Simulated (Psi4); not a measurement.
**SiN2H4 (SMILES N[Si]N): B3LYP/aug-cc-pVDZ**

Aim: the vertical electron affinity of SiN2H4 at B3LYP/aug-cc-pVDZ, from 2 runs. Input form: a Python script.

The results are computed with Psi4 1.11.

1 further run of the same task is left out (set aside as unsound or not needed).

### Step 1. The system as given

SiN2H4: 7 atoms, total charge 0, spin state singlet. SMILES: `N[Si]N`. The coordinates come from a GFN2-xTB relaxation. This is one conformer, not always the lowest.

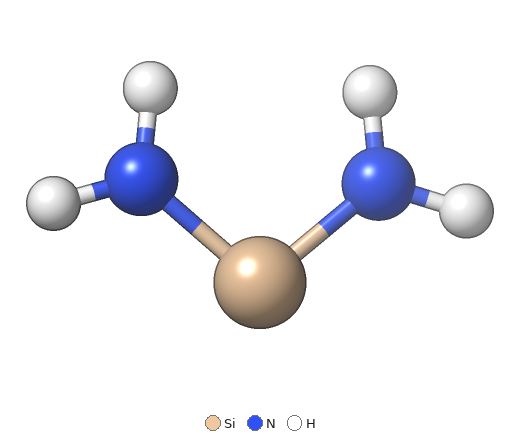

The structure, seen from a chosen angle (silicon light orange, nitrogen blue, hydrogen white).

### Step 2. Energy and gradient at B3LYP/aug-cc-pVDZ

run.py reads:

```python
import psi4

psi4.set_memory('1600 MB')
psi4.set_num_threads(1)
psi4.set_output_file('run.log', False)

mol = psi4.geometry("""
0 1
Si     0.009630     0.880650    -0.762080
N      1.303790     0.016250    -0.035980
H      2.268610     0.210470    -0.236220
H      1.196400    -0.748430     0.617520
N     -1.302450     0.053850    -0.024690
H     -2.263120     0.292130    -0.197200
H     -1.212860    -0.704930     0.638650
symmetry c1
""")

psi4.set_options({
    'basis': 'aug-cc-pVDZ',
    'reference': 'rks',
    'puream': True,
    'e_convergence': 1e-09,
    'd_convergence': 1e-08,
    'scf_type': 'pk',
    'dft_radial_points': 99,
    'dft_spherical_points': 590,
})

energy_value = psi4.gradient("B3LYP")
print('gradient / Eh bohr^-1')
print(energy_value.np.round(6))
```

On the command line:

```console
python run.py
```

run.log:

```text
[...]
  Running in c1 symmetry.
[...]
  Nuclear repulsion =  103.309387026185647
[...]
  Multiplicity = 1
[...]
  Nalpha       = 16
  Nbeta        = 16
[...]
    Number of basis functions: 109
[...]
   @RKS iter   1:  -400.84706311094578   -5.05883e-03   1.09508e-02 DIIS/ADIIS
[...]
   @RKS iter  11:  -401.47350317654031   -1.70530e-12   3.54405e-09 DIIS
[...]
    Orbital Energies [Eh]
    ---------------------
    Doubly Occupied:
       1A    -66.137501     2A    -14.318085     3A    -14.318023
       4A     -5.278572     5A     -3.639011     6A     -3.637063
       7A     -3.633224     8A     -0.868480     9A     -0.839538
      10A     -0.527715    11A     -0.510295    12A     -0.485694
      13A     -0.412181    14A     -0.311108    15A     -0.260607
      16A     -0.231271
[...]
  @RKS Final Energy:  -401.47350317654031
   => Energetics <=
    Nuclear Repulsion Energy =            103.3093870261856466
    One-Electron Energy =                -757.8119295314083956
    Two-Electron Energy =                 282.3093356021508953
    DFT Exchange-Correlation Energy =     -29.2802962734684264
    Empirical Dispersion Energy =           0.0000000000000000
    VV10 Nonlocal Energy =                  0.0000000000000000
    Total Energy =                       -401.4735031765403050
[...]
 Multipole Moments:
 ------------------------------------------------------------------------------------
     Multipole            Electronic (a.u.)      Nuclear  (a.u.)        Total (a.u.)
 ------------------------------------------------------------------------------------
 L = 1.  Multiply by 2.5417464519 to convert [e a0] to [Debye]
 Dipole X            :          0.0202470           -0.0274675           -0.0072205
 Dipole Y            :          1.7903974           -2.4197960           -0.6293986
 Dipole Z            :         -1.5495144            2.0940035            0.5444891
 Magnitude           :                                                    0.8322639
[...]
  -Total Gradient:
     Atom            X                  Y                   Z
    ------   -----------------  -----------------  -----------------
       1       -0.000238624245    -0.019073895500     0.016472691364
       2       -0.006890651660     0.008494591479    -0.006970785117
       3       -0.005622442939    -0.001744980559     0.001551215567
       4       -0.001590262826     0.003048245383    -0.002675644263
       5        0.007580968094     0.008211989720    -0.007477438165
       6        0.005256381155    -0.001868720948     0.001613761019
       7        0.001504493986     0.002922714344    -0.002505089173
[...]
```

On the terminal:

```text
gradient / Eh bohr^-1
[[-0.000239 -0.019074  0.016473]
 [-0.006891  0.008495 -0.006971]
 [-0.005622 -0.001745  0.001551]
 [-0.00159   0.003048 -0.002676]
 [ 0.007581  0.008212 -0.007477]
 [ 0.005256 -0.001869  0.001614]
 [ 0.001504  0.002923 -0.002505]]
```

Run time: 23 s. Hardware: 1 thread of AMD EPYC 9R45 (Zen 5), shared host; peak memory 0.67 GiB.

### Step 3. The doublet anion

calc.py reads:

```python
import psi4

psi4.set_memory('1600 MB')
psi4.set_num_threads(1)
psi4.set_output_file('psi4.out', False)

m = psi4.geometry("""
-1 2
Si
N 1 1.717341
H 2 1.004338 1 122.84033
H 2 1.011598 3 112.14543 1 178.81694
N 1 1.717235 2 98.7365 3 179.17933
H 5 1.004701 1 122.86504 2 179.10191
H 5 1.011827 6 112.02933 1 178.82084
units angstrom
symmetry c1
no_reorient
no_com
""")

options = {'basis': 'aug-cc-pVDZ', 'reference': 'uks', 'puream': True, 'e_convergence': 1e-09, 'd_convergence': 1e-08, 'scf_type': 'pk', 'dft_radial_points': 99, 'dft_spherical_points': 590, 'maxiter': 200}
psi4.set_options(options)

e, wfn = psi4.gradient('b3lyp', return_wfn=True)
print('gradient / Eh bohr^-1')
print(e.np.round(6))
print(f'energy = {wfn.energy():.10f} Eh')
```

On the command line:

```console
python calc.py
```

psi4.out, cut to the lines that bear on the results:

```text
[...]
  Running in c1 symmetry.
[...]
  Nuclear repulsion =  103.309376119874358
[...]
  Multiplicity = 2
[...]
  Nalpha       = 17
  Nbeta        = 16
[...]
    Number of basis functions: 109
[...]
   @UKS iter   1:  -400.62658638372847    2.15418e-01   1.17865e-02 DIIS/ADIIS
[...]
   @UKS iter  16:  -401.45668174622551   -3.58114e-12   4.82807e-09 DIIS
[...]
   @S^2 Observed:                7.501408054E-01
[...]
  @UKS Final Energy:  -401.45668174622551
   => Energetics <=
    Nuclear Repulsion Energy =            103.3093761198743579
    One-Electron Energy =                -762.0005948478873279
    Two-Electron Energy =                 286.5831448244962303
    DFT Exchange-Correlation Energy =     -29.3486078427088088
    Empirical Dispersion Energy =           0.0000000000000000
    VV10 Nonlocal Energy =                  0.0000000000000000
    Total Energy =                       -401.4566817462255131
[...]
 Multipole Moments:
 ------------------------------------------------------------------------------------
     Multipole            Electronic (a.u.)      Nuclear  (a.u.)        Total (a.u.)
 ------------------------------------------------------------------------------------
 L = 1.  Multiply by 2.5417464519 to convert [e a0] to [Debye]
 Dipole X            :          0.0568591           -0.0348102            0.0220489
 Dipole Y            :         -3.9325135            2.4295003           -1.5030131
 Dipole Z            :         -3.3664551            2.0826275           -1.2838275
 Magnitude           :                                                    1.9768024
[...]
  -Total Gradient:
     Atom            X                  Y                   Z
    ------   -----------------  -----------------  -----------------
       1       -0.000222872409     0.013886781315     0.011891532456
       2        0.000166352298    -0.001834574187    -0.006297355660
       3       -0.000100752194     0.008272431149    -0.006156346488
       4       -0.000000209262    -0.003586057193    -0.004905616004
       5       -0.000026925177    -0.006978678082    -0.000639142712
       6        0.000068537666    -0.004590242875     0.008903707042
       7        0.000115747801    -0.005160681844    -0.002789113729
[...]
```

Standard output:

```text
gradient / Eh bohr^-1
[[-2.2300e-04  1.3887e-02  1.1892e-02]
 [ 1.6600e-04 -1.8350e-03 -6.2970e-03]
 [-1.0100e-04  8.2720e-03 -6.1560e-03]
 [-0.0000e+00 -3.5860e-03 -4.9060e-03]
 [-2.7000e-05 -6.9790e-03 -6.3900e-04]
 [ 6.9000e-05 -4.5900e-03  8.9040e-03]
 [ 1.1600e-04 -5.1610e-03 -2.7890e-03]]
energy = -401.4566817462 Eh
```

Run time: 40 s. Hardware: 1 thread of AMD EPYC 9R45 (Zen 5), shared host; peak memory 0.65 GiB.

### Step 4. What came out

Level: B3LYP/aug-cc-pVDZ.

| quantity | value |
| --- | --- |
| singlet SiN2H4: total energy | -401.47350 Eh |
| singlet SiN2H4: dipole moment | 2.12 D |
| singlet SiN2H4: HOMO energy | -6.29 eV |
| singlet SiN2H4: LUMO energy | -0.69 eV |
| singlet SiN2H4: HOMO–LUMO gap | 5.61 eV |
| singlet SiN2H4: largest force on an atom | 1.296 eV/Å |
| doublet anion: total energy | -401.45668 Eh |
| doublet anion: HOMO energy (highest over α and β) | 1.48 eV |
| doublet anion: LUMO energy (lowest over α and β) | 2.11 eV |
| doublet anion: ⟨S²⟩ | 0.750 |
| doublet anion: largest force on an atom | 0.940 eV/Å |
| vertical electron affinity (to the doublet anion) | -0.458 eV |

What this shows: The anion lies 0.46 eV (44.2 kJ/mol) above the neutral: the electron isn't bound at this level, and such a value depends on the basis. The largest force (singlet SiN2H4) is 1.30 eV/Å: the shape isn't a stationary point for this species at this level. The HOMO (doublet anion) lies at positive energy, 1.48 eV; only total energies tell whether the electron is bound.
